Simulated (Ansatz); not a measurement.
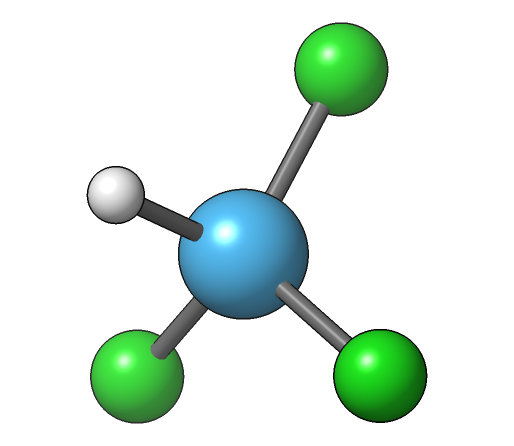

Rendered structure (ball-and-stick style). Colours: hafnium blue, chlorine green, hydrogen white.

The species is neutral and a spin singlet.

Give the formula.

Answer. Cl₃HHf, 5 atoms: 3 chlorine, 1 hydrogen and 1 hafnium.

How many bonds of each kind are drawn?

Answer. 3 Cl–Hf, 1 Hf–H. Sticks follow a distance rule.

How many sets of symmetry-equivalent atoms are there?

Answer. 3: 1 Hf, 3 Cl, 1 H.

Which point group does it belong to?

Answer. C3v.

More results for the same structure follow; atom numbers are the same in all pictures, views and colours differ. The geometry was computed by an optimisation with PBE0-D4/def2-TZVP.

**Thermal motion**

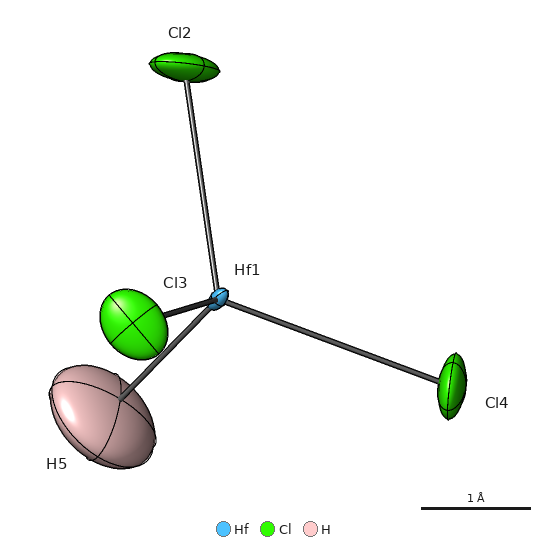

Displacement ellipsoids at the 50 % level, enlarged 1.5 times, from the internal vibrations of the free molecule (harmonic, no overall translation or rotation; no half-axis is drawn under 0.075 Å). Vibrations computed with RKS PBE0-D4/def2-TZVP, core potentials on Hf (Ansatz 0.2.0). Temperature: 600 K.

Which atom has the largest mean-square displacement?

Answer. H5, with U_eq = 0.0450 Å².

Does H5 move more along its bond or across it?

Answer. Across it: the root-mean-square amplitude is 0.119 Å along the bond and up to 0.246 Å across, since bending and torsion are softer than stretching.

Give the displacement parameters, one line for each set of equivalent atoms.

```tsv
atom	U_eq (Å²)	rms amplitudes (Å)
Hf1	0.0019	0.033, 0.033, 0.059
Cl2, Cl3, Cl4	0.0137	0.055, 0.120, 0.154
H5	0.0450	0.119, 0.246, 0.246
```

**Electronic properties**

Level of theory: RKS PBE0-D4/def2-TZVP, core potentials on Hf (Ansatz 0.2.0).

Predict the main results.

- dipole moment: 0.18 D
- harmonic zero-point energy: 25.5 kJ/mol

**Charges**

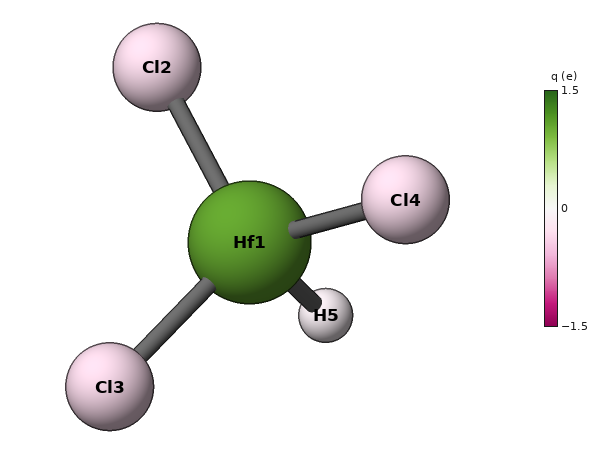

Atoms are coloured by their Mulliken charges. Level of theory: RKS PBE0-D4/def2-TZVP, core potentials on Hf (Ansatz 0.2.0).

List the Mulliken charges.

```json
{"atom": "Hf1", "value (e)": "1.05"}
{"atom": "Cl2", "value (e)": "−0.32"}
{"atom": "Cl3", "value (e)": "−0.32"}
{"atom": "Cl4", "value (e)": "−0.32"}
{"atom": "H5", "value (e)": "−0.10"}
```

Mulliken values depend strongly on the basis set and can even reverse the polarity of a bond.
